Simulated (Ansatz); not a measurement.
## Run report: TaNH₄F₄, geometry relaxation

System: TaNH₄F₄.
Method: RKS r2SCAN-D4/def2-SVP (Ansatz 0.2.0).

It belongs to a series of runs on one base structure; here: end point B relaxed. Figures and captions count atoms from 1; the log counts them from 0 in places.

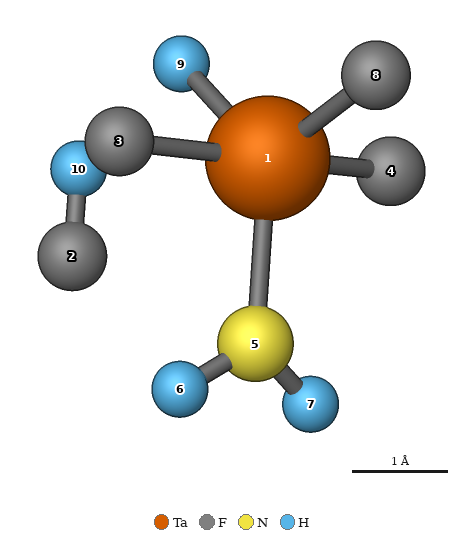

Fig. 1: The input geometry (ball-and-stick view, seen at a tilt; atoms are numbered from 1 in the order of the input). Sticks mark near contacts. Bond lengths as drawn: F–H 0.93 Å, F–Ta 1.87 to 1.89 Å, H–N 1.02 Å, H–Ta 1.80 Å and N–Ta 1.96 Å.

The input:
```yaml
crystal:
  periodic: [false, false, false]
  atoms:
    - { symbol: Ta, position_ang: [-0.62576, -0.454149, 0.129867] }
    - { symbol: F, position_ang: [2.254164, 0.707169, 0.501507] }
    - { symbol: F, position_ang: [-0.617505, -0.37525, 2.014355] }
    - { symbol: F, position_ang: [-0.216706, -0.559434, -1.708932] }
    - { symbol: "N", position_ang: [-0.694198, 1.500447, 0.033175] }
    - { symbol: H, position_ang: [-0.611716, 2.099618, 0.853947] }
    - { symbol: H, position_ang: [-0.582424, 2.028401, -0.831242] }
    - { symbol: F, position_ang: [-2.237014, -1.396517, -0.020371] }
    - { symbol: H, position_ang: [0.893155, -1.391762, 0.34978] }
    - { symbol: H, position_ang: [2.323103, -0.218625, 0.514214] }
basis:
  gaussian: { orbitals: def2-SVP }
hamiltonian:
  xc: r2scan
  dispersion: d4
relax:
  f_tol: 0.03
  max_steps: 50
output:
  orbitals: {}
```

Hardware: 4 threads of Arm Neoverse V2, 24 GiB of memory available, shared host.

Launched with:
```bash
ansatz run input.yaml --threads 4 --pin off --max-ram 5120MiB --backend cpu --events-out ev --progress --plain --runs-dir out
```

Log:
```
The last accepted step is kept in [file] (removed where the run ends without a failure and the disk answers)
Engine: ansatz 0.2.0, aarch64-unknown-linux-gnu
Functional definition: r2SCAN
  parameter k0 = 0.174
  parameter k1 = 0.065
  parameter a1 = 4.9479
  exchange = r2scan_x(k0 = k0, k1 = k1, a1 = a1)
  correlation = r2scan_c
1300 factors; their error is unknown
mean field evaluation 1: about -13953.8181 eV, gradient 8.4e1 eV
mean field evaluation 2: about -13850.3877 eV, gradient 2.3e2 eV
mean field evaluation 4: about -13966.0108 eV, gradient 1.6e1 eV
mean field evaluation 8: about -13966.5005 eV, gradient 2.0e-1 eV
mean field evaluation 16: about -13966.4371 eV, gradient 3.4e-4 eV
mean field -13966.43710113 eV, -513.2570966754 hartree, gradient 6.1e-5 eV, S^2 0.000000; 0 other end points of the search recorded, 0 dependent functions left out
the calculation of the forces begins
reference -13966.43712434 eV, -513.2570975283 hartree; 30, 30 occupied and 92, 92 virtual orbitals, 1300 factors
relax step   1: F+E_penalty+E_count = -13966.47839978 eV  Δ(F+E_penalty+E_count) = +0.000e0 eV  max|allowed force component| = 3.051e-1 eV/Å  Δτ_max = 0.0000 Å  (32 SCF iters, accepted)
these checks for a lower state are left out or cut short: starts, cluster_reference, orbital_swaps, neighbouring_geometries, increment
1300 factors; their error is unknown
mean field -13966.44884686 eV, -513.2575283230 hartree, gradient 1.2e-5 eV, S^2 0.000000; 0 other end points of the search recorded, 0 dependent functions left out
[... from here on the field's lines of each further geometry are left out, up to the last ...]
relax step   2: F+E_penalty+E_count = -13966.49081986 eV  Δ(F+E_penalty+E_count) = -1.242e-2 eV  max|allowed force component| = 6.582e-1 eV/Å  Δτ_max = 0.1921 Å  (32 SCF iters, accepted)
relax step   3: F+E_penalty+E_count = -13966.51576338 eV  Δ(F+E_penalty+E_count) = -2.494e-2 eV  max|allowed force component| = 2.820e-1 eV/Å  Δτ_max = 0.1576 Å  (32 SCF iters, accepted)
relax step   4: F+E_penalty+E_count = -13966.52462715 eV  Δ(F+E_penalty+E_count) = -8.864e-3 eV  max|allowed force component| = 7.888e-1 eV/Å  Δτ_max = 0.1050 Å  (32 SCF iters, accepted)
relax step   5: F+E_penalty+E_count = -13966.55235712 eV  Δ(F+E_penalty+E_count) = -2.773e-2 eV  max|allowed force component| = 8.025e-1 eV/Å  Δτ_max = 0.1490 Å  (39 SCF iters, accepted)
relax step   6: F+E_penalty+E_count = -13966.63309092 eV  Δ(F+E_penalty+E_count) = -8.073e-2 eV  max|allowed force component| = 6.052e-1 eV/Å  Δτ_max = 0.1901 Å  (38 SCF iters, accepted)
relax step   7: F+E_penalty+E_count = -13966.61987964 eV  Δ(F+E_penalty+E_count) = +1.321e-2 eV  max|allowed force component| = 1.512e0 eV/Å  Δτ_max = 0.1944 Å  (38 SCF iters, rejected (line search))
relax step   8: F+E_penalty+E_count = -13966.68795189 eV  Δ(F+E_penalty+E_count) = -5.486e-2 eV  max|allowed force component| = 1.596e-1 eV/Å  Δτ_max = 0.0947 Å  (39 SCF iters, accepted)
relax step   9: F+E_penalty+E_count = -13966.69760583 eV  Δ(F+E_penalty+E_count) = -9.654e-3 eV  max|allowed force component| = 4.704e-1 eV/Å  Δτ_max = 0.0740 Å  (32 SCF iters, accepted)
relax step  10: F+E_penalty+E_count = -13966.70766811 eV  Δ(F+E_penalty+E_count) = -1.006e-2 eV  max|allowed force component| = 4.228e-1 eV/Å  Δτ_max = 0.0561 Å  (33 SCF iters, accepted)
relax step  11: F+E_penalty+E_count = -13966.73389281 eV  Δ(F+E_penalty+E_count) = -2.622e-2 eV  max|allowed force component| = 1.154e0 eV/Å  Δτ_max = 0.1820 Å  (38 SCF iters, accepted)
relax step  12: F+E_penalty+E_count = -13966.97332627 eV  Δ(F+E_penalty+E_count) = -2.394e-1 eV  max|allowed force component| = 1.790e0 eV/Å  Δτ_max = 0.1978 Å  (37 SCF iters, accepted)
relax step  13: F+E_penalty+E_count = -13967.50638887 eV  Δ(F+E_penalty+E_count) = -5.331e-1 eV  max|allowed force component| = 1.919e0 eV/Å  Δτ_max = 0.1948 Å  (36 SCF iters, accepted)
relax step  14: F+E_penalty+E_count = -13967.94432386 eV  Δ(F+E_penalty+E_count) = -4.379e-1 eV  max|allowed force component| = 1.776e0 eV/Å  Δτ_max = 0.1948 Å  (34 SCF iters, accepted)
relax step  15: F+E_penalty+E_count = -13968.09575141 eV  Δ(F+E_penalty+E_count) = -1.514e-1 eV  max|allowed force component| = 1.897e0 eV/Å  Δτ_max = 0.1324 Å  (37 SCF iters, accepted)
relax step  16: F+E_penalty+E_count = -13968.25122840 eV  Δ(F+E_penalty+E_count) = -1.555e-1 eV  max|allowed force component| = 5.244e-1 eV/Å  Δτ_max = 0.2000 Å  (38 SCF iters, accepted)
relax step  17: F+E_penalty+E_count = -13968.28219102 eV  Δ(F+E_penalty+E_count) = -3.096e-2 eV  max|allowed force component| = 7.649e-1 eV/Å  Δτ_max = 0.1770 Å  (36 SCF iters, accepted)
relax step  18: F+E_penalty+E_count = -13968.31341437 eV  Δ(F+E_penalty+E_count) = -3.122e-2 eV  max|allowed force component| = 6.547e-1 eV/Å  Δτ_max = 0.1952 Å  (36 SCF iters, accepted)
relax step  19: F+E_penalty+E_count = -13968.33411496 eV  Δ(F+E_penalty+E_count) = -2.070e-2 eV  max|allowed force component| = 1.884e-1 eV/Å  Δτ_max = 0.1159 Å  (38 SCF iters, accepted)
relax step  20: F+E_penalty+E_count = -13968.33683204 eV  Δ(F+E_penalty+E_count) = -2.717e-3 eV  max|allowed force component| = 9.226e-2 eV/Å  Δτ_max = 0.0518 Å  (30 SCF iters, accepted)
relax step  21: F+E_penalty+E_count = -13968.34087249 eV  Δ(F+E_penalty+E_count) = -4.040e-3 eV  max|allowed force component| = 6.166e-2 eV/Å  Δτ_max = 0.0803 Å  (31 SCF iters, accepted)
relax step  22: F+E_penalty+E_count = -13968.34335643 eV  Δ(F+E_penalty+E_count) = -2.484e-3 eV  max|allowed force component| = 6.025e-2 eV/Å  Δτ_max = 0.0938 Å  (30 SCF iters, accepted)
relax step  23: F+E_penalty+E_count = -13968.34414956 eV  Δ(F+E_penalty+E_count) = -7.931e-4 eV  max|allowed force component| = 6.235e-2 eV/Å  Δτ_max = 0.0334 Å  (31 SCF iters, accepted)
the calculation of the forces begins
reference -13968.30277127 eV, -513.3256587884 hartree; 30, 30 occupied and 92, 92 virtual orbitals, 1300 factors
relax step  24: F+E_penalty+E_count = -13968.34446839 eV  Δ(F+E_penalty+E_count) = -3.188e-4 eV  max|allowed force component| = 2.125e-2 eV/Å  Δτ_max = 0.0124 Å  (31 SCF iters, accepted)
```

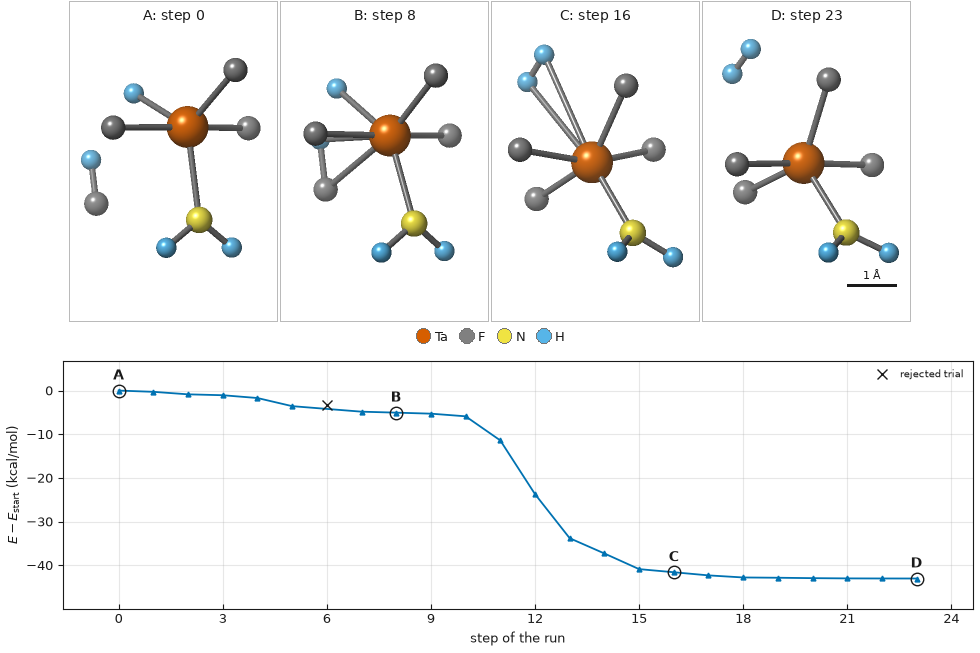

Fig. 2: Frames of the relaxation (ball-and-stick view, seen at a tilt) above the curves, on which the letters mark them (the first geometry is step 0 here and step 1 in the log).

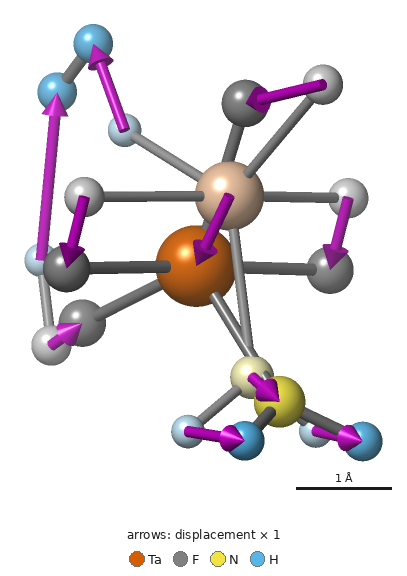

Fig. 3: Start (faint) and end (solid) with the displacements as pink arrows, at true length (ball-and-stick view, seen at a tilt). The two geometries are laid on each other by the best rigid fit. The largest move after the best rigid fit is that of H10, 1.79 Å. Largest moves by element: H 1.79 Å, F 1.21 Å, Ta 0.90 Å, N 0.51 Å. Distances before and after: F2–H10 0.928 → 2.481 Å, Ta1–F2 3.127 → 1.884 Å, H9–H10 1.857 → 0.760 Å, Ta1–H9 1.798 → 2.868 Å. New bonds form: H9–H10 (1.86 → 0.76 Å), Ta1–F2 (3.13 → 1.88 Å). Bonds break: F2–H10 (0.93 → 2.48 Å), Ta1–H9 (1.80 → 2.87 Å). Among the angles that change: F3–Ta1–F4 167.2° → 177.1°, F3–Ta1–F8 96.0° → 90.6°, N5–Ta1–F8 117.9° → 113.7°. The energy falls by 43.0 kcal/mol in 23 geometry steps. Largest force component: 0.31 eV/Å at the start, 0.021 eV/Å at the end. The line search rejected the trial step at point 6 (counted from 0) and went back. (Atoms are counted from 1 in the order of the input.)

```
1300 factors; their error is unknown
mean field -13968.30274801 eV, -513.3256579339 hartree, gradient 1.3e-5 eV, S^2 0.000000; 1 other end points of the search recorded, 0 dependent functions left out
the calculation of the forces begins
reference -13968.30277127 eV, -513.3256587884 hartree; 30, 30 occupied and 92, 92 virtual orbitals, 1300 factors
Total energy: -13968.34449164 eV, -513.3271919838 hartree
Atom 0 at    -0.017705     0.205416     0.183459 Å, force     0.001172    -0.003409     0.001171 eV/Å
Atom 1 at     1.842668     0.433358     0.378998 Å, force     0.011014     0.001413     0.000754 eV/Å
Atom 2 at    -0.250836     0.347117     2.055949 Å, force    -0.003292     0.002496     0.019969 eV/Å
Atom 3 at     0.167951     0.145452    -1.698687 Å, force     0.001283     0.000545    -0.021251 eV/Å
Atom 4 at    -0.995874     1.878127    -0.015262 Å, force    -0.008625     0.014759    -0.001133 eV/Å
Atom 5 at    -1.373362     2.409083     0.767352 Å, force     0.001750    -0.002716    -0.002364 eV/Å
Atom 6 at    -1.187119     2.318614    -0.913192 Å, force     0.001747    -0.002181     0.002617 eV/Å
Atom 7 at    -1.117159    -1.324493     0.142981 Å, force    -0.006966    -0.009178    -0.000405 eV/Å
Atom 8 at     1.082521    -2.430137     0.440489 Å, force    -0.001827    -0.001743     0.000391 eV/Å
Atom 9 at     1.734015    -2.042640     0.494214 Å, force     0.003745     0.000015     0.000251 eV/Å
Dipole moment:    -0.241428     0.412242    -0.049350 e Å
```

Trajectory as extended XYZ (Å, eV, eV/Å), 10 of the 24 frames kept, from step=1 to step=24:
```
10
Properties=species:S:1:pos:R:3:forces:R:3 step=1 energy=-13966.47840
Ta   -0.6258   -0.4541    0.1299    0.1003   0.0795  -0.0055
F     2.2542    0.7072    0.5015   -0.0939   0.2109  -0.0147
F    -0.6175   -0.3752    2.0144   -0.0111  -0.0051  -0.0092
F    -0.2167   -0.5594   -1.7089    0.0049   0.0082   0.0246
N    -0.6942    1.5004    0.0332   -0.0040  -0.0039   0.0100
H    -0.6117    2.0996    0.8539    0.0016  -0.0230  -0.0241
H    -0.5824    2.0284   -0.8312    0.0104  -0.0207   0.0112
F    -2.2370   -1.3965   -0.0204   -0.0198  -0.0202   0.0184
H     0.8932   -1.3918    0.3498    0.0596   0.0794  -0.0128
H     2.3231   -0.2186    0.5142   -0.0481  -0.3051   0.0021
10
Properties=species:S:1:pos:R:3:forces:R:3 step=4 energy=-13966.52463
Ta   -0.5346   -0.4176    0.1389    0.1466   0.0852  -0.0443
F     2.0745    0.6202    0.4488   -0.1193  -0.7409   0.1005
F    -0.5274   -0.3514    2.0230    0.0392  -0.0018  -0.0044
F    -0.1315   -0.5241   -1.7000    0.0238  -0.0043   0.0369
N    -0.7195    1.5264    0.0319   -0.1233   0.0357   0.0054
H    -0.6220    2.1271    0.8496    0.0072   0.0103  -0.0064
H    -0.5827    2.0478   -0.8328    0.0154   0.0015  -0.0015
F    -2.1292   -1.3916    0.0010    0.0876   0.0681   0.0109
H     1.0019   -1.3513    0.3465   -0.0175  -0.2424   0.0476
H     2.0556   -0.3455    0.5294   -0.0599   0.7888  -0.1448
10
Properties=species:S:1:pos:R:3:forces:R:3 step=6 energy=-13966.63309
Ta   -0.4275   -0.3746    0.1542    0.3203   0.5617   0.0417
F     1.8132    0.5680    0.4572   -0.1862  -0.5910  -0.0759
F    -0.4156   -0.3210    2.0357    0.0242  -0.0221   0.0646
F    -0.0218   -0.4869   -1.6817    0.0793  -0.0148  -0.0338
N    -0.7686    1.5562    0.0268   -0.1031  -0.0572  -0.0283
H    -0.6303    2.1598    0.8380   -0.0113   0.0390  -0.0319
H    -0.5753    2.0643   -0.8378   -0.0179   0.0142   0.0560
F    -2.0036   -1.3567    0.0233   -0.1683  -0.1132  -0.0165
H     1.0726   -1.4190    0.3592    0.1112  -0.4216   0.0110
H     1.8420   -0.4501    0.4615   -0.0481   0.6052   0.0129
10
Properties=species:S:1:pos:R:3:forces:R:3 step=9 energy=-13966.69761
Ta   -0.3515   -0.3167    0.1674   -0.2303   0.2279  -0.0734
F     1.7213    0.4915    0.3950    0.0738   0.4093   0.0182
F    -0.3467   -0.2898    2.0505    0.0071  -0.0017   0.0175
F     0.0797   -0.4505   -1.6618    0.0054  -0.0166   0.0034
N    -0.8156    1.5943    0.0257    0.1565  -0.1162   0.0273
H    -0.7150    2.2157    0.8319   -0.0726   0.0013  -0.0689
H    -0.6255    2.1105   -0.8366   -0.0607   0.0047   0.0663
F    -1.9164   -1.3287    0.0281   -0.0143  -0.0543  -0.0077
H     1.1195   -1.5300    0.3834   -0.0117   0.0161   0.0482
H     1.7353   -0.5565    0.4526    0.1468  -0.4704  -0.0307
10
Properties=species:S:1:pos:R:3:forces:R:3 step=11 energy=-13966.73389
Ta   -0.2907   -0.2496    0.1765    0.1801   0.4282   0.0265
F     1.7633    0.3590    0.3525    0.2064   1.1543  -0.0748
F    -0.2914   -0.2270    2.0602   -0.0471  -0.0109  -0.0456
F     0.1729   -0.4127   -1.6419   -0.1055  -0.0356  -0.0070
N    -0.8288    1.6390    0.0245    0.0106   0.6065   0.5300
H    -0.9394    2.2949    0.8291    0.0869  -0.6824  -0.6425
H    -0.7330    2.1961   -0.8324   -0.0221  -0.2041   0.1203
F    -1.8308   -1.2986    0.0277   -0.0529  -0.0991   0.0037
H     1.1371   -1.5999    0.4503   -0.0349  -0.2783  -0.1214
H     1.7260   -0.7613    0.3898   -0.2216  -0.8784   0.2109
10
Properties=species:S:1:pos:R:3:forces:R:3 step=14 energy=-13967.94432
Ta   -0.1343    0.0068    0.1643   -0.9153   0.0030  -0.1035
F     1.6904    0.4979    0.2799    0.5973   0.5589   0.1196
F    -0.1802   -0.1633    2.0519    0.0369  -0.0058  -0.2622
F     0.2312   -0.3677   -1.6571   -0.1122   0.0150   0.1827
N    -0.9219    1.7652    0.0121   -0.2049   0.6965   0.2421
H    -1.1548    2.3776    0.8094    0.0210  -0.4064  -0.3233
H    -0.8697    2.3290   -0.8391   -0.0813  -0.1150  -0.0161
F    -1.5703   -1.2562    0.0581    0.4986   0.2256   0.0847
H     1.2214   -1.9384    0.4963   -1.0011  -1.7755   0.0817
H     1.5731   -1.3111    0.4604    1.1609   0.8036  -0.0056
10
Properties=species:S:1:pos:R:3:forces:R:3 step=16 energy=-13968.25123
Ta   -0.0585    0.1136    0.1769   -0.0022   0.0762  -0.0286
F     1.7771    0.5943    0.3297   -0.0171  -0.1193   0.0168
F    -0.1369   -0.0357    2.0548    0.0547  -0.0098   0.1267
F     0.2546   -0.2461   -1.6485    0.0755   0.0026  -0.0903
N    -0.9473    1.8151   -0.0024   -0.1336   0.3265  -0.1312
H    -1.3178    2.3549    0.7789   -0.0362   0.0067  -0.0179
H    -1.0066    2.3341   -0.8806   -0.0517  -0.0400   0.0886
F    -1.4231   -1.2030    0.1080    0.1448  -0.1032   0.0367
H     1.0918   -2.1648    0.4466    0.3564   0.3848   0.0116
H     1.6517   -1.6224    0.4731   -0.3905  -0.5244  -0.0125
10
Properties=species:S:1:pos:R:3:forces:R:3 step=19 energy=-13968.33411
Ta   -0.0095    0.1744    0.1898    0.1561   0.1884  -0.0249
F     1.8489    0.4773    0.3770   -0.1183  -0.0126  -0.0126
F    -0.1698    0.2267    2.0728   -0.0556   0.0291   0.0486
F     0.2408    0.0352   -1.6797   -0.0360  -0.0059  -0.0418
N    -0.9822    1.8542   -0.0142   -0.0086  -0.0577   0.0075
H    -1.3769    2.3936    0.7552    0.0344  -0.0550   0.0444
H    -1.1662    2.3076   -0.9088    0.0402  -0.0725  -0.0080
F    -1.1558   -1.3256    0.1468   -0.0315   0.0275  -0.0176
H     0.9951   -2.2832    0.4187    0.0183  -0.0432   0.0058
H     1.6607   -1.9204    0.4788    0.0011   0.0019  -0.0012
10
Properties=species:S:1:pos:R:3:forces:R:3 step=21 energy=-13968.34087
Ta   -0.0044    0.1753    0.1988    0.0278   0.0172   0.0071
F     1.8524    0.4510    0.3983   -0.0081   0.0010   0.0013
F    -0.2293    0.3070    2.0732   -0.0015  -0.0053   0.0189
F     0.2059    0.0786   -1.6795   -0.0035  -0.0032  -0.0237
N    -0.9782    1.8450   -0.0148   -0.0343   0.0617  -0.0174
H    -1.3598    2.3859    0.7588    0.0042  -0.0129   0.0212
H    -1.1596    2.2846   -0.9154    0.0050  -0.0140  -0.0124
F    -1.1414   -1.3305    0.1620   -0.0114  -0.0039  -0.0036
H     1.0232   -2.3216    0.4025    0.0123  -0.0220   0.0042
H     1.6763   -1.9354    0.4524    0.0095  -0.0184   0.0044
10
Properties=species:S:1:pos:R:3:forces:R:3 step=24 energy=-13968.34447
Ta   -0.0177    0.2054    0.1835    0.0012  -0.0034   0.0012
F     1.8427    0.4334    0.3790    0.0110   0.0014   0.0008
F    -0.2508    0.3471    2.0559   -0.0033   0.0025   0.0200
F     0.1680    0.1455   -1.6987    0.0013   0.0005  -0.0213
N    -0.9959    1.8781   -0.0153   -0.0086   0.0148  -0.0011
H    -1.3734    2.4091    0.7674    0.0018  -0.0027  -0.0024
H    -1.1871    2.3186   -0.9132    0.0017  -0.0022   0.0026
F    -1.1172   -1.3245    0.1430   -0.0070  -0.0092  -0.0004
H     1.0825   -2.4301    0.4405   -0.0018  -0.0017   0.0004
H     1.7340   -2.0426    0.4942    0.0037   0.0000   0.0003
```

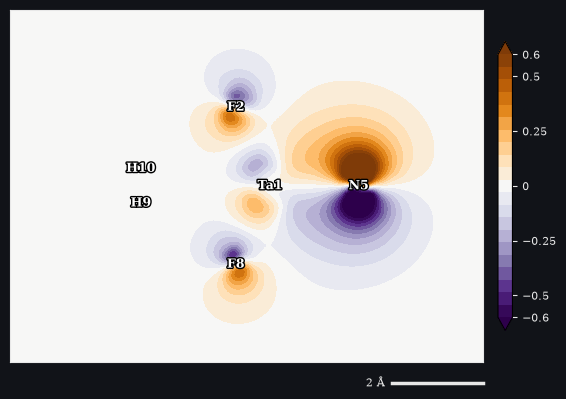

Fig. 4: The HOMO on the plane of atoms F2, Ta1 and F8 (values in Å⁻³ᐟ²; the overall sign is arbitrary). Its energy is −7.81 eV.

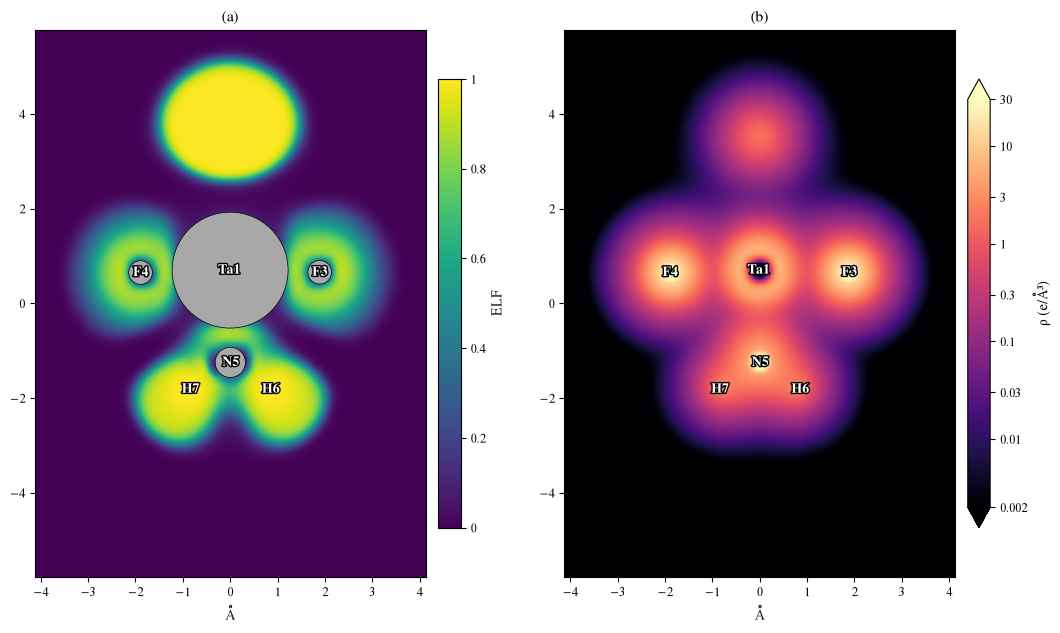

Fig. 5: (a) ELF; (b) total electron density on the plane of atoms F4, Ta1 and N5. Grey discs, where drawn, cover atomic cores. Atoms in the plane: Ta, F, N and H. Ta–N (1.95 Å): ρ is about 1.1 e/Å³ halfway; the ELF peaks at about 0.90 in the valence shell of N, 0.6 Å from its nucleus, and is about 0.35 at the midpoint.

Results in brief:

```json
{"quantity": "outcome", "value": "converged"}
{"quantity": "total energy", "value": "−13968.3445 eV"}
{"quantity": "mean-field energy", "value": "−13968.3028 eV"}
{"quantity": "largest force (length of the vector) at the end", "value": "0.021 eV/Å"}
{"quantity": "wall time", "value": "64 s (CPU time 4 min)"}
{"quantity": "peak memory", "value": "0.22 GiB"}
```
